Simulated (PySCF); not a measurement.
## Single-point calculation of SnP (part 2 of 2)

The same run, continued: SnP, multiplicity 2; ROHF/def2-svp, nevpt2 (PySCF 2.14.0). Some settings of this run were made unusual or wrong on purpose.

Geometry of the input (Å):
```
Sn 0.0000  0.0000  0.0000
P  0.0000  0.0000  1.3420
```

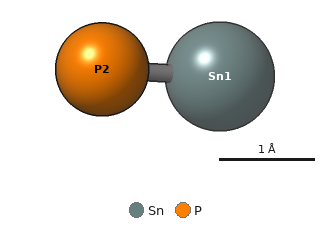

Fig. 1: The structure (ball-and-stick view, seen at a tilt; atoms are numbered from 1 in the order of the input). Sticks mark near contacts.

**Log, continued**
```
<mo_coeff-mcscf|mo_coeff-hf>  36     36       0.99999513
<mo_coeff-mcscf|mo_coeff-hf>  37     37       0.99432907
<mo_coeff-mcscf|mo_coeff-hf>  38     38       0.99432907
<mo_coeff-mcscf|mo_coeff-hf>  39     39       0.89477214
<mo_coeff-mcscf|mo_coeff-hf>  40     40       0.99886203
<mo_coeff-mcscf|mo_coeff-hf>  41     41       0.99999414
<mo_coeff-mcscf|mo_coeff-hf>  42     42       0.99999414
<mo_coeff-mcscf|mo_coeff-hf>  43     43       0.99999834
<mo_coeff-mcscf|mo_coeff-hf>  44     44       0.99999986
** Largest CI components **
  [alpha occ-orbitals] [beta occ-orbitals]            CI coefficient
  [0 1 2 3 4]          [0 1 2 3]                       0.972047674001
 ** Mulliken pop on meta-lowdin orthogonal AOs  **
 ** Mulliken pop  **
pop of  0 Sn 4s           1.79137
pop of  0 Sn 5s           1.60185
pop of  0 Sn 6s           0.10575
pop of  0 Sn 7s           0.09431
pop of  0 Sn 4px          0.03104
pop of  0 Sn 4py          0.40709
pop of  0 Sn 4pz          0.40709
pop of  0 Sn 5px          1.82324
pop of  0 Sn 5py          1.60139
pop of  0 Sn 5pz          1.60139
pop of  0 Sn 6px          0.06400
pop of  0 Sn 6py          0.29027
pop of  0 Sn 6pz          0.29027
pop of  0 Sn 7px          0.19779
pop of  0 Sn 7py          0.03104
pop of  0 Sn 7pz          0.03104
pop of  0 Sn 4dxy         1.80045
pop of  0 Sn 4dyz         1.81411
pop of  0 Sn 4dz^2        1.80045
pop of  0 Sn 4dxz         1.76441
pop of  0 Sn 4dx2-y2      1.99781
pop of  0 Sn 5dxy         0.10088
pop of  0 Sn 5dyz         0.12012
pop of  0 Sn 5dz^2        0.10088
pop of  0 Sn 5dxz         0.21695
pop of  0 Sn 5dx2-y2      0.00178
pop of  1 P 1s            1.99990
pop of  1 P 2s            1.99552
pop of  1 P 3s            1.92147
pop of  1 P 4s            0.07051
pop of  1 P 2px           1.99990
pop of  1 P 2py           1.99990
pop of  1 P 2pz           1.99926
pop of  1 P 3px           1.68441
pop of  1 P 3py           1.68441
pop of  1 P 3pz           1.30004
pop of  1 P 4px           0.00558
pop of  1 P 4py           0.00558
pop of  1 P 4pz           0.03028
pop of  1 P 3dxy          0.00041
pop of  1 P 3dyz          0.08714
pop of  1 P 3dz^2         0.02315
pop of  1 P 3dxz          0.08714
pop of  1 P 3dx2-y2       0.01864
 ** Mulliken atomic charges  **
charge of    0Sn =      1.91323
charge of    1P =     -1.91323
Mulliken spin population analysis on meta-Lowdin AOs:
 ** Mulliken pop on meta-lowdin orthogonal AOs  **
 ** Mulliken pop  **
pop of  0 Sn 4s          -0.00005
pop of  0 Sn 5s           0.25358
pop of  0 Sn 6s           0.02194
pop of  0 Sn 7s           0.00137
pop of  0 Sn 4px          0.00240
pop of  0 Sn 4py          0.00004
pop of  0 Sn 4pz          0.00004
pop of  0 Sn 5px          0.06791
pop of  0 Sn 5py          0.00000
pop of  0 Sn 5pz          0.00000
pop of  0 Sn 6px          0.00210
pop of  0 Sn 6py          0.00160
pop of  0 Sn 6pz          0.00160
pop of  0 Sn 7px          0.11201
pop of  0 Sn 7py          0.00017
pop of  0 Sn 7pz          0.00017
pop of  0 Sn 4dxy        -0.00007
pop of  0 Sn 4dyz         0.00054
pop of  0 Sn 4dz^2       -0.00007
pop of  0 Sn 4dxz         0.00000
pop of  0 Sn 4dx2-y2     -0.00000
pop of  0 Sn 5dxy         0.00000
pop of  0 Sn 5dyz         0.02045
pop of  0 Sn 5dz^2        0.00000
pop of  0 Sn 5dxz         0.00000
pop of  0 Sn 5dx2-y2      0.00000
pop of  1 P 1s            0.00001
pop of  1 P 2s            0.00116
pop of  1 P 3s            0.00381
pop of  1 P 4s            0.01028
pop of  1 P 2px          -0.00000
pop of  1 P 2py          -0.00000
pop of  1 P 2pz           0.00004
pop of  1 P 3px          -0.00182
pop of  1 P 3py          -0.00182
pop of  1 P 3pz           0.49654
pop of  1 P 4px           0.00019
pop of  1 P 4py           0.00019
pop of  1 P 4pz           0.00176
pop of  1 P 3dxy          0.00000
pop of  1 P 3dyz          0.00033
pop of  1 P 3dz^2         0.00323
pop of  1 P 3dxz          0.00033
pop of  1 P 3dx2-y2       0.00000
 ** Mulliken atomic charges  **
charge of    0Sn =     21.51423
charge of    1P =     14.48577
spop of 0 Sn 4s        -0.00005
spop of 0 Sn 5s         0.25358
spop of 0 Sn 6s         0.02194
spop of 0 Sn 7s         0.00137
spop of 0 Sn 4px        0.00240
spop of 0 Sn 4py        0.00004
spop of 0 Sn 4pz        0.00004
spop of 0 Sn 5px        0.06791
spop of 0 Sn 5py        0.00000
spop of 0 Sn 5pz        0.00000
spop of 0 Sn 6px        0.00210
spop of 0 Sn 6py        0.00160
spop of 0 Sn 6pz        0.00160
spop of 0 Sn 7px        0.11201
spop of 0 Sn 7py        0.00017
spop of 0 Sn 7pz        0.00017
spop of 0 Sn 4dxy      -0.00007
spop of 0 Sn 4dyz       0.00054
spop of 0 Sn 4dz^2     -0.00007
spop of 0 Sn 4dxz       0.00000
spop of 0 Sn 4dx2-y2   -0.00000
spop of 0 Sn 5dxy       0.00000
spop of 0 Sn 5dyz       0.02045
spop of 0 Sn 5dz^2      0.00000
spop of 0 Sn 5dxz       0.00000
spop of 0 Sn 5dx2-y2    0.00000
spop of 1 P 1s          0.00001
spop of 1 P 2s          0.00116
spop of 1 P 3s          0.00381
spop of 1 P 4s          0.01028
spop of 1 P 2px        -0.00000
spop of 1 P 2py        -0.00000
spop of 1 P 2pz         0.00004
spop of 1 P 3px        -0.00182
spop of 1 P 3py        -0.00182
spop of 1 P 3pz         0.49654
spop of 1 P 4px         0.00019
spop of 1 P 4py         0.00019
spop of 1 P 4pz         0.00176
spop of 1 P 3dxy        0.00000
spop of 1 P 3dyz        0.00033
spop of 1 P 3dz^2       0.00323
spop of 1 P 3dxz        0.00033
spop of 1 P 3dx2-y2     0.00000
Mulliken atomic spins:
spin of  0Sn =      0.48577
spin of  1P =      0.51423

******** <class 'pyscf.mrpt.nevpt2.NEVPT'> ********
NEVPT2 (5e+4e, 8o), ncore = 14, nvir = 22
root = 0
Natural occ [1.99600778 1.95890858 1.97197111 1.97197111 1.01260137 0.03617684
 0.03617684 0.01618637]
Natural orbital (expansion on meta-Lowdin AOs) in CAS space
               #1        #2        #3        #4        #5
0 Sn 4s          0.00958   0.01997   0.00000   0.00000   0.00022
0 Sn 5s         -0.57909  -0.56330  -0.00000  -0.00000  -0.51275
0 Sn 6s         -0.11582  -0.02219  -0.00000  -0.00000   0.15016
0 Sn 7s         -0.04581  -0.03290  -0.00000  -0.00000   0.00280
0 Sn 4px         0.03808   0.01095   0.00000   0.00000  -0.04992
0 Sn 4py         0.00000  -0.00000  -0.08480  -0.00000   0.00000
0 Sn 4pz         0.00000  -0.00000   0.00000   0.08480  -0.00000
0 Sn 5px         0.16518  -0.08331  -0.00000  -0.00000  -0.26487
0 Sn 5py        -0.00000   0.00000   0.02409  -0.00000  -0.00000
0 Sn 5pz         0.00000  -0.00000   0.00000   0.02409  -0.00000
0 Sn 6px         0.04254   0.00382  -0.00000  -0.00000  -0.04340
0 Sn 6py         0.00000   0.00000  -0.34726  -0.00000  -0.00000
0 Sn 6pz         0.00000  -0.00000  -0.00000  -0.34726  -0.00000
0 Sn 7px        -0.08619   0.07269  -0.00000  -0.00000   0.32718
0 Sn 7py         0.00000  -0.00000   0.12084   0.00000  -0.00000
0 Sn 7pz        -0.00000   0.00000   0.00000   0.12084   0.00000
0 Sn 4dxy        0.00000  -0.00000  -0.00000  -0.16850   0.00000
0 Sn 4dyz        0.09125  -0.10667  -0.00000  -0.00000   0.05279
0 Sn 4dz^2      -0.00000   0.00000   0.16850  -0.00000  -0.00000
0 Sn 4dxz        0.00000  -0.00000  -0.00000  -0.00000   0.00000
0 Sn 4dx2-y2     0.00000   0.00000  -0.00000   0.00000  -0.00000
0 Sn 5dxy       -0.00000   0.00000   0.00000  -0.06069   0.00000
0 Sn 5dyz        0.01057  -0.04024   0.00000   0.00000  -0.12953
0 Sn 5dz^2       0.00000  -0.00000   0.06069  -0.00000  -0.00000
0 Sn 5dxz       -0.00000   0.00000   0.00000   0.00000   0.00000
0 Sn 5dx2-y2    -0.00000   0.00000  -0.00000  -0.00000   0.00000
1 P 1s          -0.01753   0.00973  -0.00000  -0.00000  -0.00329
1 P 2s          -0.19330   0.10071   0.00000   0.00000  -0.03230
1 P 3s           0.71047  -0.58383  -0.00000  -0.00000  -0.07945
1 P 4s          -0.05894  -0.08437  -0.00000  -0.00000  -0.10120
1 P 2px          0.00000  -0.00000  -0.01055  -0.00000  -0.00000
1 P 2py         -0.00000   0.00000   0.00000  -0.01055  -0.00000
1 P 2pz          0.01611   0.00762  -0.00000  -0.00000  -0.00723
1 P 3px         -0.00000   0.00000   0.89449  -0.00000  -0.00000
1 P 3py         -0.00000   0.00000  -0.00000   0.89449  -0.00000
1 P 3pz         -0.23357  -0.54416   0.00000  -0.00000   0.70332
1 P 4px          0.00000   0.00000   0.01784  -0.00000  -0.00000
1 P 4py          0.00000  -0.00000  -0.00000   0.01784  -0.00000
1 P 4pz          0.04345   0.03082  -0.00000   0.00000   0.03251
1 P 3dxy        -0.00000   0.00000  -0.00000  -0.00000   0.00000
1 P 3dyz        -0.00000   0.00000   0.00000  -0.15626   0.00000
1 P 3dz^2       -0.00458  -0.00631   0.00000   0.00000   0.00011
1 P 3dxz        -0.00000  -0.00000  -0.15626   0.00000   0.00000
1 P 3dx2-y2     -0.00000   0.00000   0.00000  -0.00000   0.00000
               #6        #7        #8
0 Sn 4s          0.00000  -0.00000  -0.02245
0 Sn 5s         -0.00000   0.00000   0.15790
0 Sn 6s         -0.00000  -0.00000   0.24861
0 Sn 7s         -0.00000  -0.00000  -0.21436
0 Sn 4px         0.00000  -0.00000  -0.11266
0 Sn 4py        -0.11756   0.00000   0.00000
0 Sn 4pz        -0.00000   0.11756  -0.00000
0 Sn 5px        -0.00000   0.00000   0.03551
0 Sn 5py        -0.07462   0.00000   0.00000
0 Sn 5pz        -0.00000  -0.07462   0.00000
0 Sn 6px        -0.00000   0.00000  -0.19392
0 Sn 6py        -0.74620   0.00000   0.00000
0 Sn 6pz         0.00000  -0.74620   0.00000
0 Sn 7px         0.00000   0.00000   0.43754
0 Sn 7py         0.24179   0.00000   0.00000
0 Sn 7pz        -0.00000   0.24179   0.00000
0 Sn 4dxy       -0.00000   0.15878   0.00000
0 Sn 4dyz       -0.00000   0.00000   0.17723
0 Sn 4dz^2      -0.15878   0.00000  -0.00000
0 Sn 4dxz       -0.00000  -0.00000   0.00000
0 Sn 4dx2-y2     0.00000  -0.00000  -0.00000
0 Sn 5dxy       -0.00000  -0.04041  -0.00000
0 Sn 5dyz        0.00000   0.00000  -0.39471
0 Sn 5dz^2       0.04041   0.00000   0.00000
0 Sn 5dxz        0.00000   0.00000  -0.00000
0 Sn 5dx2-y2    -0.00000  -0.00000  -0.00000
1 P 1s          -0.00000  -0.00000  -0.00189
1 P 2s           0.00000  -0.00000  -0.00399
1 P 3s           0.00000   0.00000   0.11424
1 P 4s           0.00000   0.00000  -0.00368
1 P 2px          0.00222  -0.00000   0.00000
1 P 2py         -0.00000   0.00222  -0.00000
1 P 2pz         -0.00000   0.00000  -0.01031
1 P 3px         -0.36905   0.00000  -0.00000
1 P 3py          0.00000  -0.36905   0.00000
1 P 3pz          0.00000  -0.00000  -0.22670
1 P 4px          0.29833   0.00000  -0.00000
1 P 4py          0.00000   0.29833   0.00000
1 P 4pz         -0.00000  -0.00000   0.12225
1 P 3dxy        -0.00000  -0.00000  -0.00000
1 P 3dyz        -0.00000  -0.33657  -0.00000
1 P 3dz^2        0.00000   0.00000  -0.59756
1 P 3dxz        -0.33657  -0.00000  -0.00000
1 P 3dx2-y2      0.00000  -0.00000   0.00000
<CAS-nat-orb|mo-hf>  15     15       0.99109317
<CAS-nat-orb|mo-hf>  16     16       0.99409698
<CAS-nat-orb|mo-hf>  17     17       0.99912531
<CAS-nat-orb|mo-hf>  18     18       0.99912531
<CAS-nat-orb|mo-hf>  19     19       0.99939365
<CAS-nat-orb|mo-hf>  20     20       0.83564765
<CAS-nat-orb|mo-hf>  20     24       0.43413486
<CAS-nat-orb|mo-hf>  21     21       0.83564765
<CAS-nat-orb|mo-hf>  21     25       0.43413486
<CAS-nat-orb|mo-hf>  22     23      -0.44629669
<CAS-nat-orb|mo-hf>  22     28       0.67583337
<CAS-nat-orb|mo-hf>  22     39       0.43542780
Sr    (-1)',   E = -0.04664874272952
Si    (+1)',   E = -0.00108423179865
Sijrs (0)  ,   E = -0.02725778268727
Sijr  (+1) ,   E = -0.00890240114070
Srsi  (-1) ,   E = -0.01793548300654
Srs   (-2) ,   E = -0.04631497157976
Sij   (+2) ,   E = -0.00097251558620
Sir   (0)' ,   E = -0.01328460199871
Nevpt2 Energy = -0.162400730527355
Dipole moment(X, Y, Z, Debye):  0.00000,  0.00000, -0.82445
orbital energies (hartree): [-0.4352 -0.4209 -0.4209 -0.1245  0.1085  0.1085  0.1634]
```
